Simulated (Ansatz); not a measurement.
# Σ9 (221) boundary in fcc Cu: structure and resistance, part 2 of 3

Aim: the relaxed structure and the specific resistance of the Σ9 (221) boundary in fcc Cu.

Ansatz 0.2.0; Ansatz plane-wave DFT, PBE, PAW files; relaxation of a bicrystal slab with its lowest layers held; PAW set soft_1 (the session's first sound run).

So far: Starting point; Relaxing the bicrystal.

## (2) Relaxing the bicrystal (continued)

Step by step:

```csv
step,energy less that of the first step (eV),largest force component (eV/Å)
1,0.0000,0.5403
2,-0.1199,0.4678
3,-0.2771,0.1387
4,-0.2929,0.0401
5,-0.2943,0.0197
```

The run keeps the 2 symmetry operations that it works with, so distortions that break them were not tested.

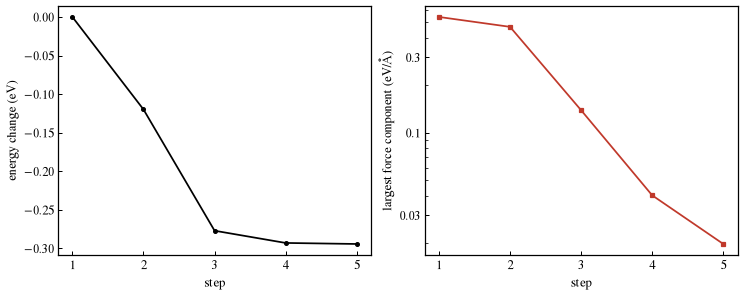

Energy and largest force along the relaxation.

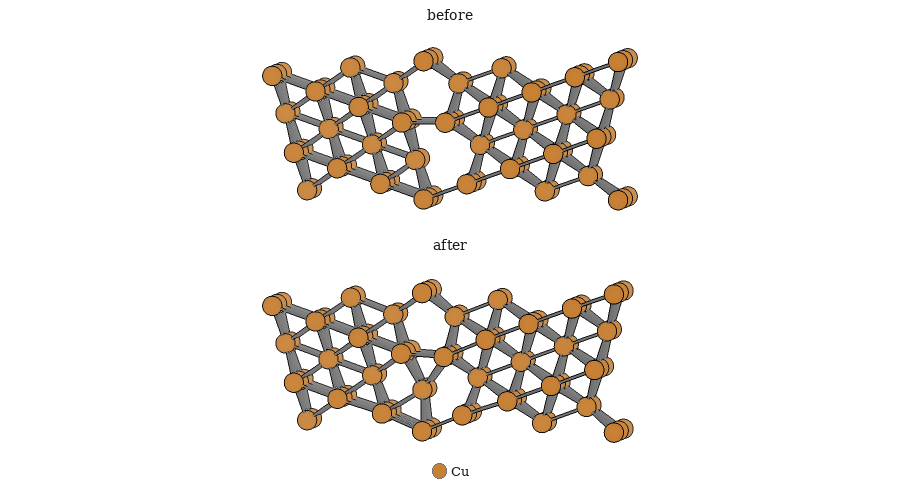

The structure before and after the relaxation, drawn at the same scale.

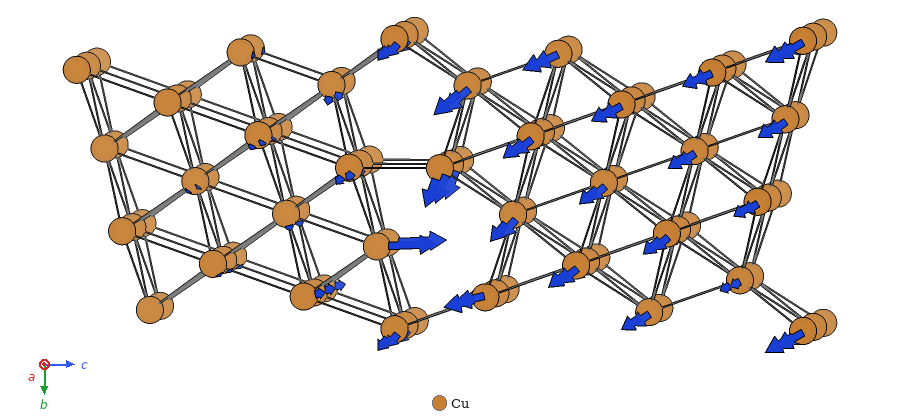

Displacements in the relaxation, exaggerated; the longest in the cell stands for 0.40 Å. 2×1×1 cells are drawn. Some periodic images of atoms are drawn too.

The atoms that moved most (Å):

```csv
atom,dx,dy,dz,length
Cu14,0.000,-0.017,0.403,0.403
Cu17,0.000,0.183,-0.211,0.279
Cu32,0.000,0.134,-0.234,0.269
Cu18,0.000,0.062,-0.254,0.262
Cu16,0.000,0.239,-0.089,0.255
Cu21,0.000,0.098,-0.214,0.235
Cu22,0.000,0.126,-0.157,0.201
Cu20,0.000,0.124,-0.157,0.200
```

Numbers from this step:

```yaml
free_energy: -212001.4269 eV
energy_at_zero_smearing: -212001.2795 eV
fermi_energy: 8.795 eV
```

The largest force component on a free atom ends at 0.020 eV/Å, under the tolerance of 0.03, after 5 steps.

## (3) Transmission across the boundary

This step: Ansatz plane-wave DFT, PBE, PAW files; ballistic transport by layer matching (Landauer), zero bias; boundary relaxed in a short slab, bulk layers laid on; PAW set soft_1 (Ansatz 0.2.0).

System of this step: Σ9 (221) boundary in fcc Cu. The cell holds 72 atoms: 72 Cu. Its edges and angles: a = 2.556 Å, b = 7.668 Å, c = 51.209 Å, α = 90.0°, β = 90.0°, γ = 90.0°. It derives from Cu. Regions: lower grain, 29 atoms (29 Cu); boundary, 20 atoms (20 Cu); upper grain, 23 atoms (23 Cu). Vacuum lies along c.

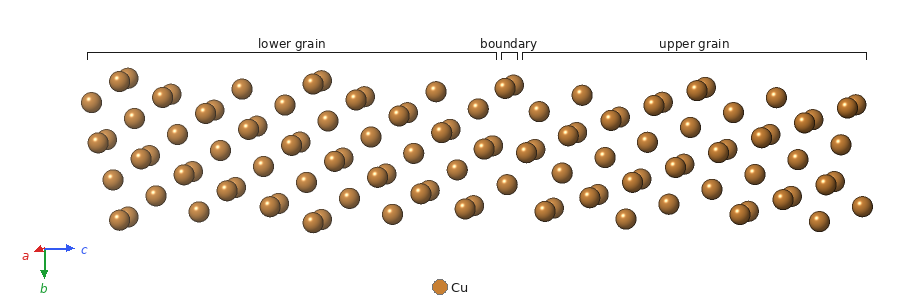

The cell of this step (copper orange). Some periodic images of atoms are drawn too.

input.yaml

```yaml
crystal:
  lattice:
    - [2.5561627297, 0.0, 0.0]
    - [0.0, 7.6684881892, 0.0]
    - [0.0, 0.0, 51.209375406]
  atoms:
    - { symbol: Cu, position: [-19.5000000006, -10.8333333333, 0.0781106969] }
    - { symbol: Cu, position: [-19.0000000005, -10.5555555555, 0.0898759904] }
    - { symbol: Cu, position: [-18.5000000005, -10.2777777778, 0.101641284] }
    - { symbol: Cu, position: [-18.0000000005, -10.0, 0.1134065775] }
    - { symbol: Cu, position: [-17.5000000005, -9.7222222222, 0.125171871] }
    - { symbol: Cu, position: [-17.0000000005, -9.4444444444, 0.1369371646] }
    - { symbol: Cu, position: [-16.5000000004, -9.1666666667, 0.1487024581] }
    - { symbol: Cu, position: [-16.0000000004, -8.8888888889, 0.1604677516] }
    - { symbol: Cu, position: [-15.5000000004, -8.6111111111, 0.1722330451] }
    - { symbol: Cu, position: [-15.0000000004, -8.3333333333, 0.1839983387] }
    - { symbol: Cu, position: [-14.5000000004, -8.0555555556, 0.1957636322] }
    - { symbol: Cu, position: [-14.0000000004, -7.7777777778, 0.2075289257] }
    - { symbol: Cu, position: [-13.5000000003, -7.5, 0.2192942193] }
    - { symbol: Cu, position: [-13.0000000003, -7.2222222222, 0.2310595128] }
    - { symbol: Cu, position: [-12.5000000003, -6.9444444444, 0.2428248063] }
    - { symbol: Cu, position: [-12.0000000003, -6.6666666667, 0.2545900999] }
    - { symbol: Cu, position: [-11.5000000003, -6.3888888889, 0.2663553934] }
    - { symbol: Cu, position: [-11.0000000002, -6.1111111111, 0.2781206869] }
    - { symbol: Cu, position: [-10.5000000002, -5.8333333333, 0.2898859805] }
    - { symbol: Cu, position: [-10.0000000002, -5.5555555556, 0.301651274] }
    - { symbol: Cu, position: [-9.5000000002, -5.2777777778, 0.3134165675] }
    - { symbol: Cu, position: [-9.0000000002, -5.0, 0.3251818611] }
    - { symbol: Cu, position: [-8.5000000001, -4.7222222222, 0.3369471546] }
    - { symbol: Cu, position: [-8.0000000001, -4.4444444445, 0.3487124481] }
    - { symbol: Cu, position: [-7.5000000001, -4.1666666667, 0.3604777417] }
    - { symbol: Cu, position: [-7.0000000001, -3.8888888889, 0.3722430352] }
    - { symbol: Cu, position: [-6.5000000001, -3.6111111111, 0.3840083287] }
    - { symbol: Cu, position: [-6.0, -3.3333333334, 0.3957736223] }
    - { symbol: Cu, position: [-5.5, -3.0555555556, 0.4075389158] }
    - { symbol: Cu, position: [1.0, 0.2222222222, 0.4193042093] }
    - { symbol: Cu, position: [0.5, 0.5030277208, 0.4307425949] }
    - { symbol: Cu, position: [1.0, 0.7812597758, 0.4431417346] }
    - { symbol: Cu, position: [0.5, 0.056384306, 0.4551808097] }
    - { symbol: Cu, position: [1.0, 0.3387099294, 0.4659243554] }
    - { symbol: Cu, position: [0.5, 0.6177487362, 0.4783809234] }
    - { symbol: Cu, position: [1.0, 0.886547912, 0.4916351324] }
    - { symbol: Cu, position: [0.5, 0.1765310319, 0.5013737095] }
    - { symbol: Cu, position: [1.0, 0.4530622614, 0.5124280577] }
    - { symbol: Cu, position: [0.5, 0.7199608083, 0.5330534798] }
    - { symbol: Cu, position: [0.0, 0.0137509565, 0.5353334241] }
    - { symbol: Cu, position: [1.0, 0.4756523424, 0.5587446802] }
    - { symbol: Cu, position: [0.5, 0.1905458398, 0.5681373287] }
    - { symbol: Cu, position: [1.0, 0.8970148946, 0.5790571467] }
    - { symbol: Cu, position: [0.5, 0.6308664656, 0.593268729] }
    - { symbol: Cu, position: [1.0, 0.3495623931, 0.6044858289] }
    - { symbol: Cu, position: [0.5, 0.0682912136, 0.6151333624] }
    - { symbol: Cu, position: [1.0, 0.7941560908, 0.6280153949] }
    - { symbol: Cu, position: [0.5, 0.5151305271, 0.6402235189] }
    - { symbol: Cu, position: [1.0, 0.234586413, 0.6512875519] }
    - { symbol: Cu, position: [-5.5, -3.0431913648, 0.6630528454] }
    - { symbol: Cu, position: [-6.0, -3.3209691426, 0.6748181389] }
    - { symbol: Cu, position: [-6.5000000001, -3.5987469204, 0.6865834325] }
    - { symbol: Cu, position: [-7.0000000001, -3.8765246981, 0.698348726] }
    - { symbol: Cu, position: [-7.5000000001, -4.1543024759, 0.7101140195] }
    - { symbol: Cu, position: [-8.0000000001, -4.4320802537, 0.7218793131] }
    - { symbol: Cu, position: [-8.5000000001, -4.7098580315, 0.7336446066] }
    - { symbol: Cu, position: [-9.0000000002, -4.9876358092, 0.7454099001] }
    - { symbol: Cu, position: [-9.5000000002, -5.265413587, 0.7571751937] }
    - { symbol: Cu, position: [-10.0000000002, -5.5431913648, 0.7689404872] }
    - { symbol: Cu, position: [-10.5000000002, -5.8209691426, 0.7807057807] }
    - { symbol: Cu, position: [-11.0000000002, -6.0987469203, 0.7924710743] }
    - { symbol: Cu, position: [-11.5000000003, -6.3765246981, 0.8042363678] }
    - { symbol: Cu, position: [-12.0000000003, -6.6543024759, 0.8160016613] }
    - { symbol: Cu, position: [-12.5000000003, -6.9320802537, 0.8277669549] }
    - { symbol: Cu, position: [-13.0000000003, -7.2098580314, 0.8395322484] }
    - { symbol: Cu, position: [-13.5000000003, -7.4876358092, 0.8512975419] }
    - { symbol: Cu, position: [-14.0000000004, -7.765413587, 0.8630628354] }
    - { symbol: Cu, position: [-14.5000000004, -8.0431913648, 0.874828129] }
    - { symbol: Cu, position: [-15.0000000004, -8.3209691425, 0.8865934225] }
    - { symbol: Cu, position: [-15.5000000004, -8.5987469203, 0.898358716] }
    - { symbol: Cu, position: [-16.0000000004, -8.8765246981, 0.9101240096] }
    - { symbol: Cu, position: [-16.5000000004, -9.1543024759, 0.9218893031] }
kpoints:
  mp_grid: { grid: [10, 4, 1] }
hamiltonian:
  xc: pbe
  pseudopotentials: { kind: paw, azcp: { folder: soft_1 } }
scf:
  occupations: { method: fermi_dirac, width: 0.1 }
output:
  transmission:
    leads: [[15, 16], [59, 60]]
    kmesh: [24, 8]
    e_range: [-0.1, 0.1]
    de: 0.05
  write_potential: true
  write_density: true
  volumetric_format: npy
  elf: true
```

On the command line:

```bash
> ansatz run input.yaml --threads 4 --pin off --max-ram 15360MiB --backend cpu --events-out ev --progress --plain --runs-dir out
```

Numbers of over 12 decimals in the logs are rounded to 6 here.

What it wrote:

```text
[...]
Crystal: 72 atoms, lattice volume = 1003.801 Å³
Basis set: ecut = 420 eV, 19703 PW (Γ)
Bands: 821, of which v1, the nominal top of the filled ones, is band 684 counted from 1 (683 counted from 0)
Symmetry: 2 space group operations
[...]
k-points: 18 of 40 (time reversal used)
[...]
SCF iter   1: F=—  HF=-477072.757391 eV  |F-HF|=—  |Δ(HF+E_count)|=         —  Δρ=2.44e-1  dr2=3.59e2  ethr=3.10e-3  ⟨swp⟩=4.9  Hψ=47779  notcnv=0  defer=1324
[...]
SCF iter  15: F=-477008.736983 eV  HF=-477008.736983 eV  |F-HF|=3.80e-8  |Δ(HF+E_count)|=   2.62e-8  Δρ=2.43e-6  dr2=5.17e-8  ethr=7.31e-12  ⟨swp⟩=2.3  Hψ=28682  notcnv=0
SCF 1 converged in 15 iterations: F = -477008.736983 eV  dr2 = 5.17e-8
[...]
transmission: 423 of 4225 steps passed
transmission: 845 of 4225 steps passed
[...]
transmission: 4225 of 4225 steps passed
WARN: The input density's exchange-correlation potential varies sharply where the density is thin. Do not read a vacuum level from v_tot or v_xc, or from such a field of the output density. On a cell that repeats whose density bears no net charge and no dipole along the vacuum's axis use v_es (v_loc + v_h of the components); under efield.dipole_correction with no amplitude use v_es + v_field, which holds any external [...]
SCF converged after 15 iterations
the last check of whether an eigenvalue changes by more than its tolerance under the output density was not made (no_room)
Free energy (F): -477008.736983 eV
[...]
Internal energy: -477007.963393 eV  (E = F + TS)
E sigma→0 (E₀):  -477008.350188 eV
Entropy (-TS):   -0.773589 eV (-10.744 meV/atom)
Fermi energy:    13.177974 eV
[...]
--- Band table (eV; the first three rows and the last of 18) ---
  k-point 0: bands = [... 680 lower, 11.7238, 11.7344, 11.7797, 11.8168, 11.8194, 11.8689, 11.9435, 11.9647, ... 133 higher]
  k-point 1: bands = [... 680 lower, 11.7008, 11.7159, 11.7616, 11.8044, 11.8071, 11.8171, 11.8856, 11.9992, ... 133 higher]
  k-point 2: bands = [... 680 lower, 12.0044, 12.0083, 12.0389, 12.0610, 12.0792, 12.1064, 12.2718, 12.2791, ... 133 higher]
  k-point 17: bands = [... 680 lower, 13.7912, 13.8123, 13.8338, 13.8494, 13.9918, 14.0146, 14.0570, 14.0820, ... 133 higher]
--- Transmission ---
  basis      : 177 plane waves across, 65 finite elements along
  points     : 65, standing for a mesh of 24 x 8
  energies   : 5 from -0.100000 to 0.100000 eV about the Fermi level, 0.050000 eV apart; the leads are filled to 0.000000 eV, and channels, transmission and decay are at 0.000000 eV
  crystal 0  : Cu4, at the sites [15, 16], period 2.4100 Å, over 18.07 Å; its Hamiltonian steps by up to 7.4 meV
    offset         : up to 0.0000 Å between an atom of the period and one for which it stands
    channels       : 2.807292e0 a spin
    conductance    : none, the energies end too early or step too widely for 300 K: set another output.transmission.e_range or a lower de, or, where they end at an eighth of basis.ecutwfc, a higher one
[...]
channels       : 2.786458e0 a spin
[...]
junction   : crystal 0 to crystal 1, 13.94 to 39.08 Å
    transmission   : 2.311594e0 a spin
[...]
```

It took 53 min on 4 threads of Arm Neoverse V1, shared host; peak memory 10 GiB; 3.4 h of CPU time.

Numbers from this step:

```yaml
free_energy: -477008.7370 eV
energy_at_zero_smearing: -477008.3502 eV
fermi_energy: 13.18 eV
cell_area: 19.60 Å²
transmission_per_spin_nearest_the_fermi_level: 2.312
open_channels_per_spin_nearest_the_fermi_level: 2.807
open_channels_per_spin_upper_lead: 2.786
step_of_the_lead_s_potential: 7.4 meV
step_of_the_upper_lead_s_potential: 9.3 meV
```

Per spin. Table of transmission, zone mean by energy, zero at the Fermi level:

```csv
energy (eV),"transmission, zone mean"
-0.1000,2.30
-0.0500,2.29
0.0000,2.31
0.0500,2.33
0.1000,2.34
```

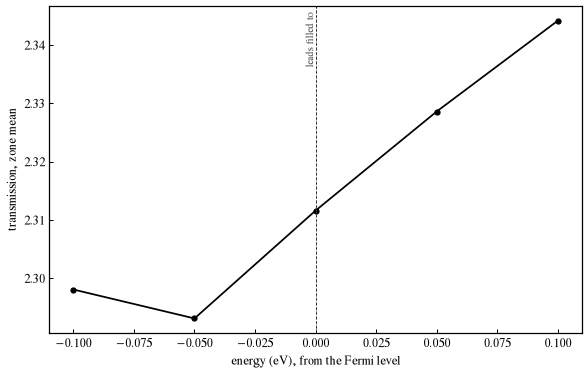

Transmission, zone mean against energy.

Per spin. Open channels, zone mean against energy, zero at the Fermi level:

```csv
energy (eV),lead,upper lead
-0.1000,2.79,2.79
-0.0500,2.79,2.80
0.0000,2.81,2.79
0.0500,2.82,2.83
0.1000,2.85,2.85
```

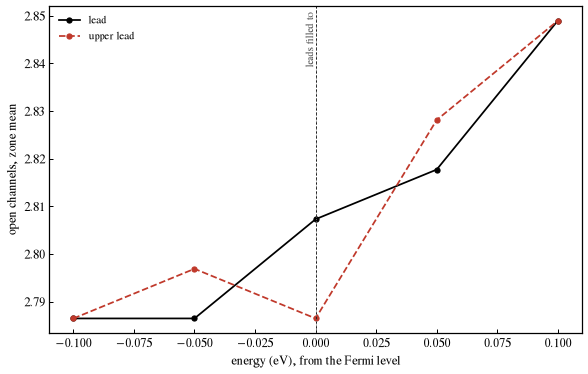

Open channels, zone mean, plotted against energy.

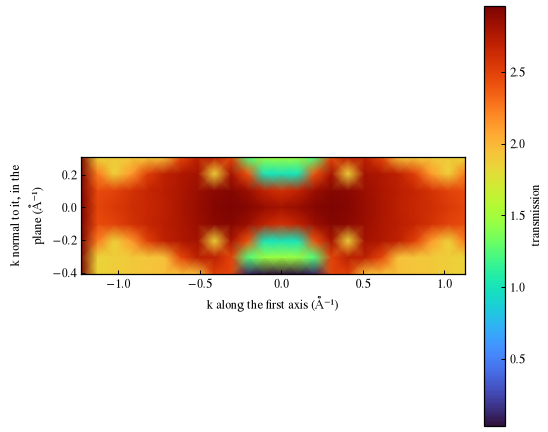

Transmission over k1 and k2. At 0.0000 eV from the Fermi level.

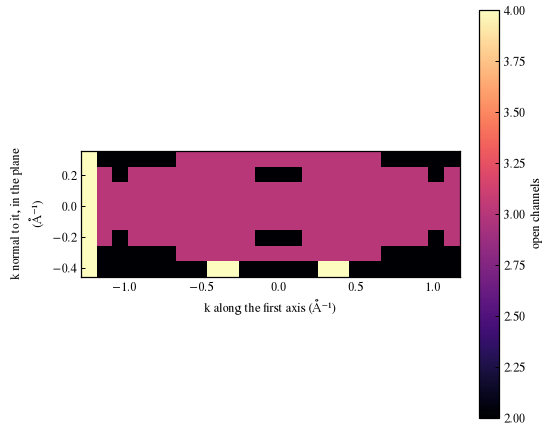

Open channels over k1 and k2. At 0.0000 eV from the Fermi level.

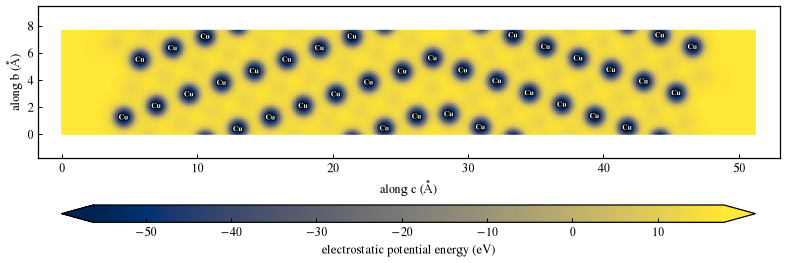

Electrostatic potential energy in the cb plane at fractional x = 0.000, with atoms of Cu within 0.2 Å of it. With pseudopotentials it is smooth inside the atoms' cores, unlike the true potential. The map starts off the cell's origin, so that atoms lie inside it.

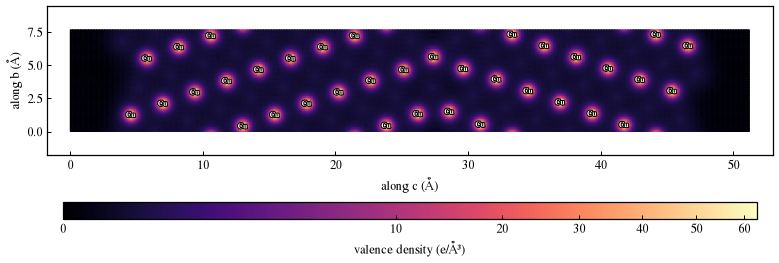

Valence density in the cb plane at fractional x = 0.000, with atoms of Cu within 0.2 Å of it. It is the smooth field of the valence electrons, not physical close to the nuclei. The map starts off the cell's origin, so that atoms lie inside it. The colour scale is stretched toward low values.

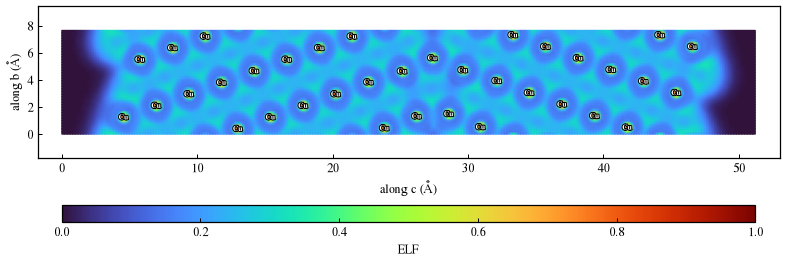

ELF in the cb plane at fractional x = 0.000, with atoms of Cu within 0.2 Å of it. It is the smooth field of the valence electrons, not physical close to the nuclei. The map starts off the cell's origin, so that atoms lie inside it.

Over the solved energies the transmission per spin lies between 2.29 and 2.34, out of 2.81 channels of the lead on average (up to 2.85).

## (4) Specific resistance

This step: Ansatz plane-wave DFT, PBE, PAW files; ballistic transport by layer matching (Landauer), zero bias; specific resistance of the boundary; PAW set soft_1 (Ansatz 0.2.0).

This step gave:

| Item | Value |
| --- | --- |
| area resistance | 0.1923 fΩ m² |
| T over the leads' mean channel count | 0.8241 |

Averaged over the energies near the Fermi level, 82.4 % of the channels pass, which makes 0.192 fΩ m².

By hand, with T and the leads' channels N averaged over the energies near the Fermi level: RA = A (h/2e²)(1/T − ½[1/N₁ + 1/N₂]) = 19.60×10⁻²⁰ m² × 12 906 Ω × (1/2.315 − ½[1/2.809 + 1/2.809]) = 0.192 fΩ m².

(Part 2 of 3 ends here.)

[Logs are printed without paths, hosts, clocks, repeated set-up lines and the standing remarks that a program may print on its own settings, such as how far it seeks lower states.]

[Hosts, paths, dates, database ids (printed as entryN), source tags and the programs' standing remarks are cut or masked in the printed files.]
